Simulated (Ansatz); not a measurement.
GaSe: carrier doping

The reference is GaSe (space group P6_3/mmc, No. 194; a = 3.7695 Å, c = 15.9613 Å; layered, stacked along the Cartesian z axis).

Carriers are added at fixed cell with a uniform background; the Fermi–Dirac width is that of 300 K.

All numbers come from Ansatz (a quantum-chemistry and plane-wave program), PBE-D3(BJ), PAW, cutoff 420 eV, no SOC.

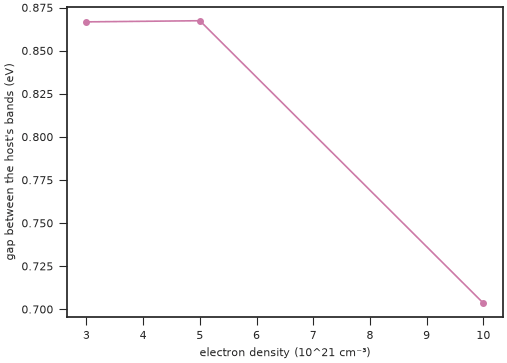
Gap between the host's bands against electron density

```tsv
electron density (10^21 cm⁻³)	gap between the host's bands
3	0.87 eV
5	0.87 eV
10	0.70 eV
```

Charged cell with a jellium background: band edges are those of the host's band count, energies are not comparable with the neutral cell, and many-body gap narrowing is missing. Whether these cells are dynamically stable was not tested.
